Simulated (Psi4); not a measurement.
# A workflow on SnH4S (Sn(SH)H3)

We compute a structure relaxation (wB97X-D/def2-SVP), then vibrational wavenumbers, then the energy (MP2/def2-TZVPP), then the excited states (TD-wB97X-D/def2-SVP) of SnH4S (Sn(SH)H3). 

The calculation is run with Psi4 1.11.

**1. The system as given**

The species is SnH4S (6 atoms), meant as a singlet with charge 0. As SMILES, `[H][Sn]([H])([H])[SH]`. Geometry: a GFN2-xTB relaxation, a rough one for these elements and not checked as a minimum. The run starts from this shape.

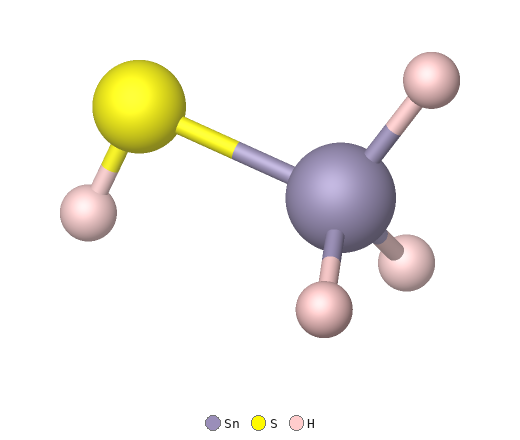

Viewed from a chosen angle; tin purple, sulfur yellow, hydrogen pink.

**2. A geometry optimisation at wB97X-D/def2-SVP (density fitting, core potential) (run 1)**

File calc.in:

```
memory 1.6 GB

molecule {
  0 1
  Sn
  S 1 2.388999
  H 2 1.323666 1 95.57177
  H 1 1.662904 2 106.74721 3 177.46314
  H 1 1.673398 4 110.12001 2 120.06126
  H 1 1.676444 4 109.98053 5 120.29645
  units angstrom
}

set basis def2-SVP
set reference rks
set geom_maxiter 60

energy_value, wavefunction = opt('wb97x-d', return_wfn=True)
print_variables()
```

Command:

```
$ psi4 -n 1 calc.in calc.out
```

calc.out:

```text
[...]
    !!!  WARNING: ECP capability is in beta. Please check occupations closely.  !!!
[...]
  Running in c1 symmetry.
[...]
  Nuclear repulsion =  117.999327039931089
[...]
  Multiplicity = 1
[...]
  Nalpha       = 21
  Nbeta        = 21
[...]
    Number of basis functions: 64
[...]
   @DF-RKS iter   1:  -614.78858261100140   -1.59734e+00   4.46368e-03 DIIS/ADIIS
[...]
    !!!  WARNING: ECP capability is in beta. Please check occupations closely.  !!!
[...]
   @DF-RKS iter   6:  -614.83815141690445   -1.81899e-12   4.26369e-09 DIIS
[...]
  @DF-RKS Final Energy:  -614.83815141690445
   => Energetics <=
    Nuclear Repulsion Energy =            115.8129009571434551
    One-Electron Energy =               -1159.4561624310213119
    Two-Electron Energy =                 460.8704252453059667
    DFT Exchange-Correlation Energy =     -32.0639803958337026
    Empirical Dispersion Energy =          -0.0013347924988259
    VV10 Nonlocal Energy =                  0.0000000000000000
    Total Energy =                       -614.8381514169043385
[...]
  -Total Gradient:
     Atom            X                  Y                   Z
    ------   -----------------  -----------------  -----------------
       1       -0.000007051663     0.000094011381     0.000400311872
       2        0.000002293693     0.000128417863     0.000433219948
       3       -0.000033418939     0.000207686559     0.000474718377
       4       -0.000013716618     0.000068729617     0.000365046371
       5       -0.000012452948     0.000049900939     0.000473609646
       6       -0.000008694133     0.000069250257     0.000454630836
[...]
```

The script printed:

```text
Optimizer: Optimization complete!
```

Run time: 20 s. Hardware: 1 thread of Intel Xeon 6975P-C (Granite Rapids), shared host; peak memory 0.5 GiB.

The path in brief:

| step | energy from the first frame kept (eV) | largest force (eV/Å) |
| --- | --- | --- |
| 0 | 0.0000 | 0.8712 |
| 1 | -0.0538 | 0.2428 |
| 2 | -0.0585 | 0.0757 |
| 3 | -0.0583 | 0.0307 |
| 4 | -0.0582 | 0.0255 |
| 5 | -0.0582 | 0.0267 |

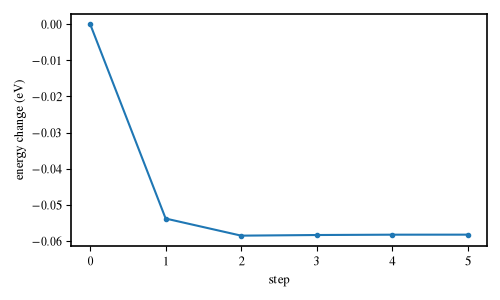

Energy along the run.

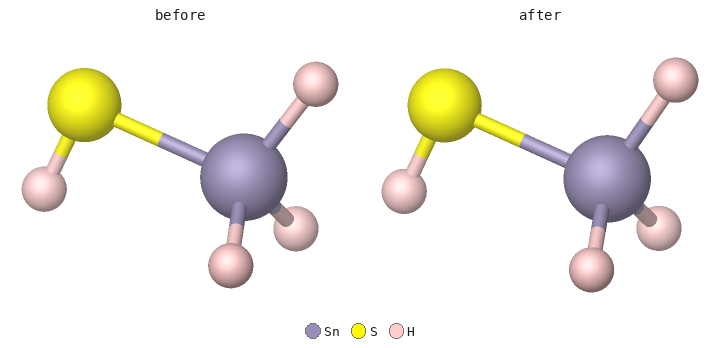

Before and after, at one scale.

After the run. Bond lengths: Sn1–S2 2.434 Å, S2–H3 1.349 Å, Sn1–H4 1.706 Å, Sn1–H5 1.710 Å, Sn1–H6 1.711 Å. Angles: Sn1–S2–H3 95.3°, S2–Sn1–H4 104.1°, S2–Sn1–H5 109.1°, S2–Sn1–H6 109.4°, H4–Sn1–H5 111.7°, H4–Sn1–H6 111.6°, H5–Sn1–H6 110.8°.

**3. Vibrational wavenumbers at wB97X-D/def2-SVP (density fitting, core potential) (run 2)**

File input.inp:

```
memory 1.6 GB

molecule molecule1 {
  0 1
  Sn
  S 1 2.433719
  H 2 1.34932 1 95.27779
  H 1 1.706368 2 104.08458 3 178.29141
  H 1 1.710429 4 111.67345 2 117.57891
  H 1 1.710525 4 111.55424 5 124.60422
}

set t 298.15
set rotational_symmetry_number 1

freq("wb97x-d/def2-SVP")
print_variables()
```

Command:

```
$ psi4 -i input.inp -o input.out -n 1
```

input.out:

```text
[...]
  Running in c1 symmetry.
[...]
  Nuclear repulsion =  115.812886873112163
[...]
  Multiplicity = 1
[...]
  Nalpha       = 21
  Nbeta        = 21
[...]
    Number of basis functions: 64
[...]
   @DF-RKS iter   1:  -614.78626174308181   -1.64691e+00   4.65464e-03 ADIIS/DIIS
[...]
   @DF-RKS iter  11:  -614.83815104922360   -6.82121e-13   2.07661e-09 DIIS
[...]
  @DF-RKS Final Energy:  -614.83815104922360
   => Energetics <=
    Nuclear Repulsion Energy =            115.8128557654330706
    One-Electron Energy =               -1159.4560689557324622
    Two-Electron Energy =                 460.8703761921432829
    DFT Exchange-Correlation Energy =     -32.0639792562182819
    Empirical Dispersion Energy =          -0.0013347948493305
    VV10 Nonlocal Energy =                  0.0000000000000000
    Total Energy =                       -614.8381510492235975
[...]
  -Total Gradient:
     Atom            X                  Y                   Z
    ------   -----------------  -----------------  -----------------
       1       -0.000226404152     0.000087184308     0.000401135610
       2       -0.000038740987     0.000127161526     0.000432951503
       3       -0.000029613130     0.000207556914     0.000475149989
       4       -0.000006073709     0.000069047785     0.000364934129
       5        0.000112652498     0.000123375056     0.000557311330
       6        0.000123260419     0.000002502136     0.000368736296
[...]
  ==> Harmonic Vibrational Analysis <==
[...]
  Freq [cm^-1]                 110.1579            349.6836            442.4985
[...]
  Freq [cm^-1]                 485.5330            705.8334            713.5688
[...]
  Freq [cm^-1]                 728.3540            743.0697           1946.9408
[...]
  Freq [cm^-1]                1948.7417           1962.1449           2742.6453
[...]
```

On the terminal:

```text
Warning: used thermodynamics relations inappropriate for low-frequency modes: ['110.1579' '349.6836' '442.4985' '485.5330']
```

Run time: 1.9 min. Hardware: 1 thread of Intel Xeon 6975P-C (Granite Rapids), shared host; peak memory 0.49 GiB.

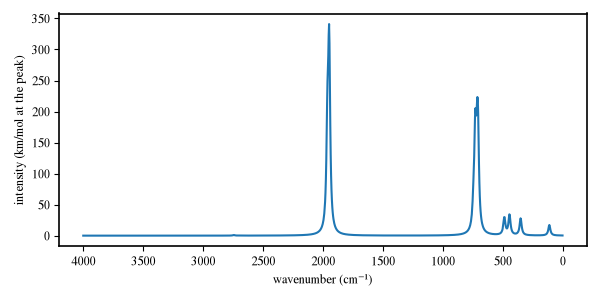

Harmonic infrared spectrum, unscaled, lines broadened by 10 cm⁻¹.

**4. The energy at MP2/def2-TZVPP (density fitting, core potential, density fitting for correlation) (run 3)**

File run.py:

```python
import psi4

psi4.set_memory(1600000000)
psi4.set_num_threads(1)
psi4.set_output_file('h4ssn.out', False)

molecule = psi4.geometry("""
0 1
Sn
S 1 2.433719
H 2 1.34932 1 95.27779
H 1 1.706368 2 104.08458 3 178.29141
H 1 1.710429 4 111.67345 2 117.57891
H 1 1.710525 4 111.55424 5 124.60422
symmetry c1
""")

psi4.set_options(dict(num_frozen_docc=9))

result, w = psi4.energy('mp2/def2-TZVPP', return_wfn=True)
print(f'total energy {result:.8f} hartree = {result * 27.211386:.5f} eV')
```

Command:

```
$ python run.py
```

h4ssn.out:

```text
[...]
    !!!  WARNING: ECP capability is in beta. Please check occupations closely.  !!!
[...]
  Running in c1 symmetry.
[...]
  Nuclear repulsion =  115.812886873112191
[...]
  Multiplicity = 1
[...]
  Nalpha       = 21
  Nbeta        = 21
[...]
    Number of basis functions: 148
[...]
 WARNING: Atomic UHF is not converging! Try casting from a smaller basis or call Rob at CCMST.
   -------------------------
[...]
   @DF-RHF iter   1:  -613.15229011128486   -1.68141e+00   2.90121e-03 DIIS/ADIIS
[...]
   @DF-RHF iter  11:  -613.22772455173811   -3.00133e-11   5.81656e-09 DIIS
[...]
  @DF-RHF Final Energy:  -613.22772455173811
   => Energetics <=
    Nuclear Repulsion Energy =            115.8128868731121912
    One-Electron Energy =               -1159.2524062114700882
    Two-Electron Energy =                 430.2117947866198051
    Total Energy =                       -613.2277245517382198
[...]
 Multipole Moments:
 ------------------------------------------------------------------------------------
     Multipole            Electronic (a.u.)      Nuclear  (a.u.)        Total (a.u.)
 ------------------------------------------------------------------------------------
 L = 1.  Multiply by 2.5417464519 to convert [e a0] to [Debye]
 Dipole X            :          0.0061246           -0.0055188            0.0006058
 Dipole Y            :          1.4411416           -1.7491678           -0.3080263
 Dipole Z            :        -36.0129379           35.3707597           -0.6421783
 Magnitude           :                                                    0.7122313
[...]
```

The script printed:

```text
total energy -613.74484540 hartree = -16700.84789 eV
```

It took 2.4 s on 1 thread of Intel Xeon 6975P-C (Granite Rapids), shared host; peak memory 0.28 GiB.

**5. The vertical excitations at TD-wB97X-D/def2-SVP (density fitting, core potential, save jk yes) (run 4)**

File h4ssn.sdf:

```

     RDKit          3D

  6  5  0  0  0  0  0  0  0  0999 V2000
    0.2001   -0.0127   -0.5577 Sn  0  0  0  0  0  4  0  0  0  0  0  0
    0.2544    0.0089    1.8753 S   0  0  0  0  0  0  0  0  0  0  0  0
   -1.0849    0.0668    2.0289 H   0  0  0  0  0  0  0  0  0  0  0  0
    1.8453   -0.0370   -1.0096 H   0  0  0  0  0  0  0  0  0  0  0  0
   -0.5867    1.4009   -1.1129 H   0  0  0  0  0  0  0  0  0  0  0  0
   -0.6198   -1.4148   -1.0943 H   0  0  0  0  0  0  0  0  0  0  0  0
  2  1  1  0
  3  2  1  0
  4  1  1  0
  5  1  1  0
  6  1  1  0
M  END
$$$$
```

File run.py:

```python
import psi4
from rdkit import Chem

psi4.set_memory('1600 MB')
psi4.set_num_threads(1)
psi4.core.set_output_file('run.log', False)

rd = Chem.SDMolSupplier('h4ssn.sdf', removeHs=False, sanitize=False)[0]
xyz = rd.GetConformer().GetPositions()
atoms = '\n'.join(f'{a.GetSymbol()} {x:.4f} {y:.4f} {z:.4f}' for a, (x, y, z) in zip(rd.GetAtoms(), xyz))
molecule = psi4.geometry('0 1\n' + atoms + '')

psi4.set_options({
    'basis': 'def2-SVP',
    'reference': 'rks',
    'save_jk': True,
})

from psi4.driver.procrouting.response.scf_response import tdscf_excitations
E, wfn = psi4.energy('WB97X-D', return_wfn=True)
states = tdscf_excitations(wfn, states=6, tda=False)
for k, s in enumerate(states, 1):
    print(f"root {k}: {s['EXCITATION ENERGY'] * 27.211386:.4f} eV  f = {s['OSCILLATOR STRENGTH (LEN)']:.4f}  {s['SYMMETRY']}")
print(f'total energy {E:.8f} hartree = {E * 27.211386:.5f} eV')
```

Command:

```
$ python run.py
```

run.log:

```text
[...]
  Running in c1 symmetry.
[...]
  Nuclear repulsion =  115.813412852536729
[...]
  Multiplicity = 1
[...]
  Nalpha       = 21
  Nbeta        = 21
[...]
    Number of basis functions: 64
[...]
   @DF-RKS iter   1:  -614.78612137057837   -1.64928e+00   4.65947e-03 DIIS/ADIIS
[...]
   @DF-RKS iter   7:  -614.83815142180629   -6.19568e-08   8.20827e-07 DIIS
[...]
  @DF-RKS Final Energy:  -614.83815142180629
   => Energetics <=
    Nuclear Repulsion Energy =            115.8134128525367288
    One-Electron Energy =               -1159.4572305634169425
    Two-Electron Energy =                 460.8709947290819855
    DFT Exchange-Correlation Energy =     -32.0639936429928198
    Empirical Dispersion Energy =          -0.0013347970153141
    VV10 Nonlocal Energy =                  0.0000000000000000
    Total Energy =                       -614.8381514218064012
[...]
 Multipole Moments:
 ------------------------------------------------------------------------------------
     Multipole            Electronic (a.u.)      Nuclear  (a.u.)        Total (a.u.)
 ------------------------------------------------------------------------------------
 L = 1.  Multiply by 2.5417464519 to convert [e a0] to [Debye]
 Dipole X            :          0.5864504           -0.9580215           -0.3715710
 Dipole Y            :         -0.3835084            0.3933433            0.0098350
 Dipole Z            :        -36.0003407           35.3985953           -0.6017454
 Magnitude           :                                                    0.7072901
[...]
                                    Excitation Energy         Total Energy        Oscillator Strength             Rotatory Strength
[...]
Excited State    1 (1 A):   0.19885 au   229.14 nm f = 0.0147
[...]
Excited State    3 (1 A):   0.26825 au   169.85 nm f = 0.0001
[...]
```

The script printed:

```text
root 1: 5.4110 eV  f = 0.0147  A
root 2: 6.5294 eV  f = 0.0000  A
root 3: 7.2994 eV  f = 0.0001  A
root 4: 7.3831 eV  f = 0.1030  A
root 5: 7.5755 eV  f = 0.0088  A
root 6: 7.8873 eV  f = 0.0077  A
total energy -614.83815142 hartree = -16730.59827 eV
```

It took 11 s on 1 thread of Intel Xeon 6975P-C (Granite Rapids), shared host; peak memory 0.49 GiB.

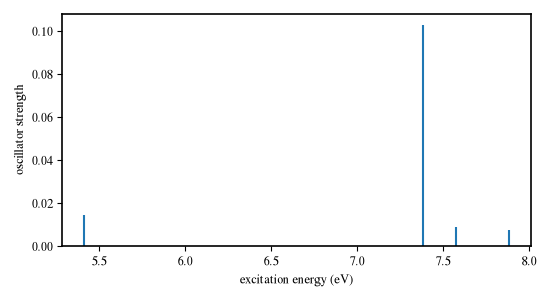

Vertical excitations as sticks.

The roots found:

| excited state | energy (eV) | strength | label |
| --- | --- | --- | --- |
| 1 | 5.411 | 0.0147 | A 1 |
| 2 | 6.529 | 0.0000 | A 1 |
| 3 | 7.299 | 0.0001 | A 1 |
| 4 | 7.383 | 0.1030 | A 1 |
| 5 | 7.575 | 0.0088 | A 1 |
| 6 | 7.887 | 0.0077 | A 1 |

**6. Summary of results**

| quantity | value |
| --- | --- |
| run 1, wB97X-D/def2-SVP: total energy at the end | -614.83815 Eh |
| run 1, wB97X-D/def2-SVP: dipole moment | 1.80 D |
| run 1, wB97X-D/def2-SVP: HOMO energy | -8.91 eV |
| run 1, wB97X-D/def2-SVP: LUMO energy | 1.32 eV |
| run 1, wB97X-D/def2-SVP: HOMO–LUMO gap | 10.23 eV |
| run 1, wB97X-D/def2-SVP: dispersion energy | -3.50 kJ/mol |
| run 2, wB97X-D/def2-SVP: lowest harmonic wavenumber | 110 cm⁻¹ |
| run 2, wB97X-D/def2-SVP: highest harmonic wavenumber | 2743 cm⁻¹ |
| run 2, wB97X-D/def2-SVP: zero-point energy | 77.0 kJ/mol |
| run 2, wB97X-D/def2-SVP: ideal-gas entropy at 298.15 K (symmetry number 1 as used) | 72.1 cal/(mol K) |
| run 3, MP2/def2-TZVPP: total energy | -613.74485 Eh |
| run 3, MP2/def2-TZVPP: HOMO energy (Hartree–Fock orbitals) | -10.04 eV |
| run 3, MP2/def2-TZVPP: LUMO energy (Hartree–Fock orbitals) | 2.01 eV |
| run 3, MP2/def2-TZVPP: HOMO–LUMO gap (Hartree–Fock orbitals) | 12.05 eV |
| run 3, MP2/def2-TZVPP: correlation energy (9 core orbitals frozen) | -517.1 mEh |
| run 4, TD-wB97X-D/def2-SVP: ground-state or mean-field energy | -614.83815 Eh |
| run 4, TD-wB97X-D/def2-SVP: dipole moment (wB97X-D Kohn–Sham density) | 1.80 D |
| run 4, TD-wB97X-D/def2-SVP: HOMO energy (wB97X-D Kohn–Sham orbitals) | -8.91 eV |
| run 4, TD-wB97X-D/def2-SVP: LUMO energy (wB97X-D Kohn–Sham orbitals) | 1.32 eV |
| run 4, TD-wB97X-D/def2-SVP: HOMO–LUMO gap (wB97X-D Kohn–Sham orbitals) | 10.23 eV |
| run 4, TD-wB97X-D/def2-SVP: dispersion energy | -3.50 kJ/mol |
| run 4, TD-wB97X-D/def2-SVP: lowest excitation energy | 5.41 eV |

In words: The optimisation (run 1, wB97X-D/def2-SVP) took 6 steps and changed the energy by -0.058 eV. All 12 modes (run 2, wB97X-D/def2-SVP) are real, so the shape is a minimum at this level. The brightest of the 6 transitions from the ground state lies at 7.38 eV (168 nm, f = 0.103); the lowest, at 5.41 eV, has f = 0.015.
